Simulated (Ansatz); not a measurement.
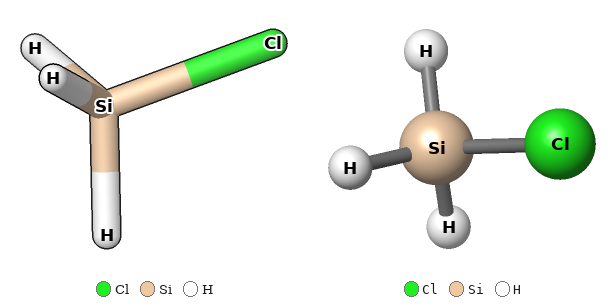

The same structure drawn twice, from different directions.

Identify the structure.

The molecule is ClH3Si. The point group is C3v. Coordination: 1 Si tetrahedral.

The parts below concern this one geometry. Atoms keep their numbers from picture to picture. The computed structure is the end point of a PBE0-D4/def2-TZVP optimisation.

Vibrations

Harmonic vibrations computed with RKS PBE0-D4/def2-TZVP (Ansatz 0.2.0) at a stationary point of the same level.

List the wavenumbers.

9 modes: 552, 656, 656, 944, 947, 947, 2249, 2262, 2262 cm⁻¹.

Electronic properties

Level of theory: RKS PBE0-D4/def2-TZVPP (Ansatz 0.2.0).

Give the HOMO–LUMO gap at this level.

8.94 eV.

Estimate the HOMO energy (Kohn–Sham orbital).

−9.03 eV.

Dipole moment

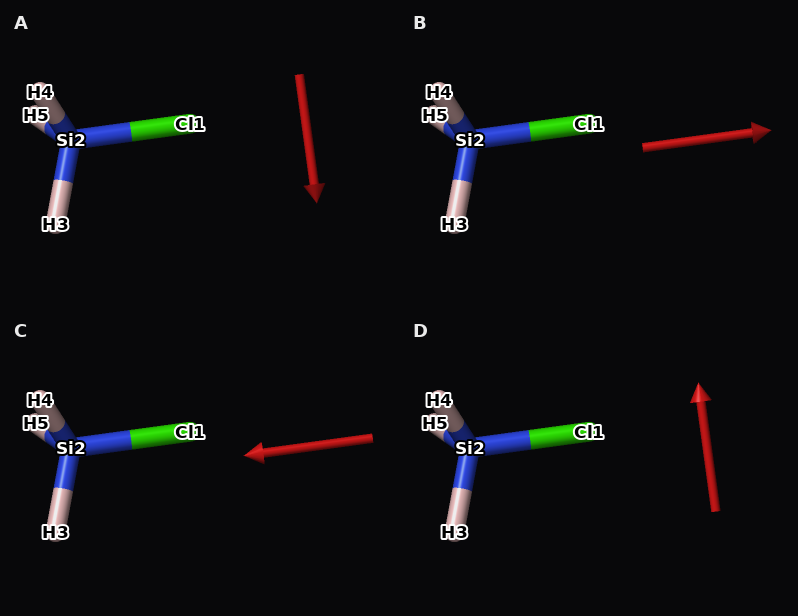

The same molecule four times, each with an arrow. Level of theory: RKS PBE0-D4/def2-TZVP (Ansatz 0.2.0).

Which arrow points along the dipole moment, from the negative to the positive end?

C. The dipole moment is 1.26 D; it points from the side of Cl1 to the side of H3, H4, H5 (the outermost atoms at the two ends).

Thermal motion

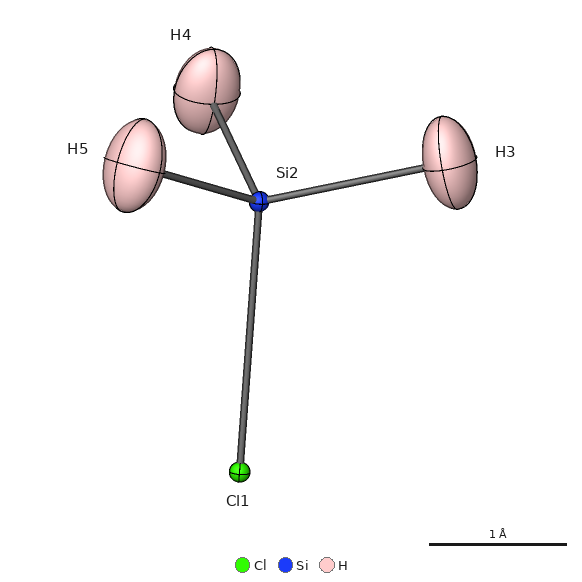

Displacement ellipsoids at the 50 % level, enlarged 1.5 times, from the internal vibrations of the free molecule (harmonic, no overall translation or rotation; no half-axis is drawn under 0.075 Å). Vibrations computed with RKS PBE0-D4/def2-TZVP (Ansatz 0.2.0). Temperature: 298 K.

Which atom moves most?

H3, H4, H5, with U_eq = 0.0138 Å².

Does H4 move more along its bond or across it?

Across it: the root-mean-square amplitude is 0.085 Å along the bond and up to 0.151 Å across, since bending and torsion are softer than stretching.

Give the displacement parameters, one line for each set of equivalent atoms.

```
      atom  U_eq (Å²)   rms amplitudes (Å)
       Cl1    0.00017  0.004, 0.004, 0.021
       Si2    0.00030  0.011, 0.011, 0.026
H3, H4, H5     0.0138  0.085, 0.107, 0.151
```
